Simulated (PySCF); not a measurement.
Input file:

```
{"job": {"xc": "KT2", "basis": "pcSseg-1", "solvent": "chloroform", "kind": "nmr", "pop": true}, "charge": 0, "multiplicity": 1}
O     -1.764044    -0.357195    -0.023099
C     -0.543348     0.033283     0.512775
C      0.742332    -0.618181     0.105639
C      0.457642     0.809849    -0.286117
H     -1.638493    -0.587130    -0.950589
H     -0.688618     0.289946     1.553603
H      0.710107    -1.368508    -0.670925
H      1.488860    -0.808099     0.860215
H      0.235562     1.011703    -1.323948
H      1.008884     1.598988     0.199918
```

Launched as:

```sh
OMP_NUM_THREADS=1 python ens_run.py task.json out
```

Geometry: GFN2-xTB.

All numbers below come from PySCF 2.14.0, KT2/pcSseg-1, SCF density, in a chloroform solvent model, non-relativistic.

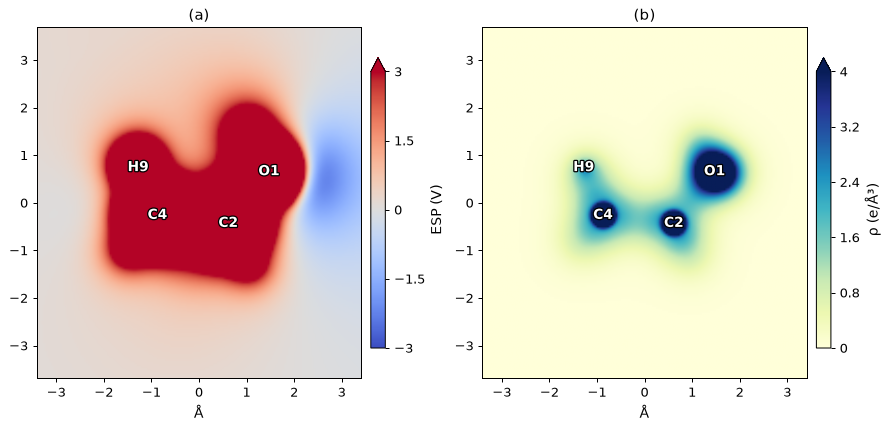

C$_{3}$H$_{6}$O (SMILES OC1CC1). (a) molecular electrostatic potential; (b) electron density on the plane of atoms C2, C4 and H9.

> Interpret the plot.

The plane passes through O, C and H nuclei.
C–O (1.39 Å): the density is about 2.1 e/Å³ at the midpoint, with its minimum of 1.8 e/Å³ about 0.5 Å from C.
C–C (1.50 Å): the density is about 1.6 e/Å³ at the midpoint.
C–H (1.08 Å): the density is about 2 e/Å³ at the midpoint.
Outside the dense part of the molecule the potential is most negative (−2.2 V) near O1.
